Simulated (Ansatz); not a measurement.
## A computed series for HfC: pressure series

Take HfC in the rock salt structure (space group Fm-3m, No. 225; a = 4.651 Å) as the base.

Cell and atoms are relaxed at each pressure.

Method: PBE (Ansatz, an electronic-structure program; PAW; 420 eV plane waves; no SOC).

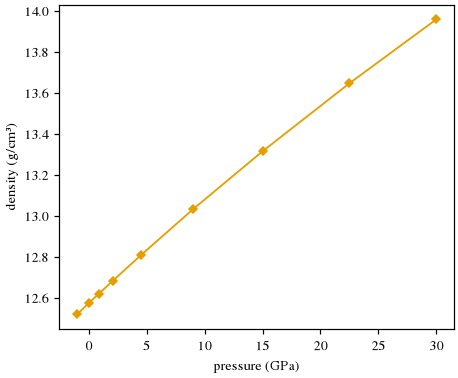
Density against pressure

Question: From the plot, what is the density for pressure 30 GPa?

Answer: About 14.0 g/cm³.

Question: Is the trend monotonic over the range shown?

Answer: Yes, it rises throughout, spanning 12.52 g/cm³ to 13.96 g/cm³.

Load acts through the strain it causes; cell and atoms are relaxed under it. Whether these cells are dynamically stable was not tested. No other phases were tried under pressure. All final runs are without spin polarisation.
